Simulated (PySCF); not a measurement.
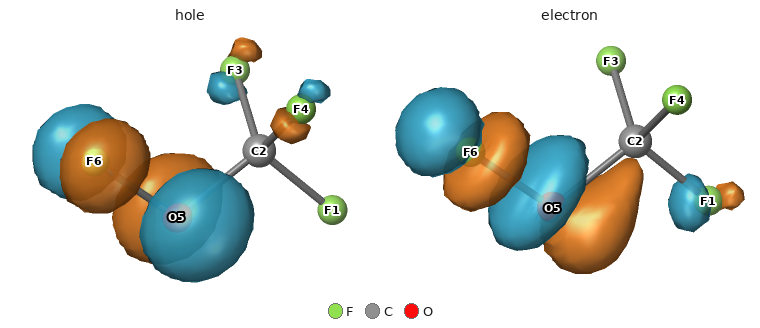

Figure. CF4O, SMILES `FC(F)(F)OF`. Leading natural transition orbital pair of S₁ (TDA singlet states); the surfaces enclose about 78 % of each orbital's density.

PySCF calculation, CAM-B3LYP/def2-SVPD, gas phase; geometry: GFN2-xTB. No frequency check shows the geometry to be a minimum.

Question: Give its energy and the atoms that hole and electron lie on.

Answer: 5.47 eV (227 nm), f = 0.000 (very weak); the leading pair carries 100 %; hole on O5 (55 %) and F6 (35 %), electron on O5 (45 %) and F6 (45 %); their centroids lie 0.1 Å apart. In canonical orbitals it is mainly HOMO → LUMO (97 %). The HOMO–LUMO gap is 11.11 eV.

Cost of the run: 7.5 min on 1 thread of Arm Neoverse N1 (shared host), peak memory 0.69 GiB.
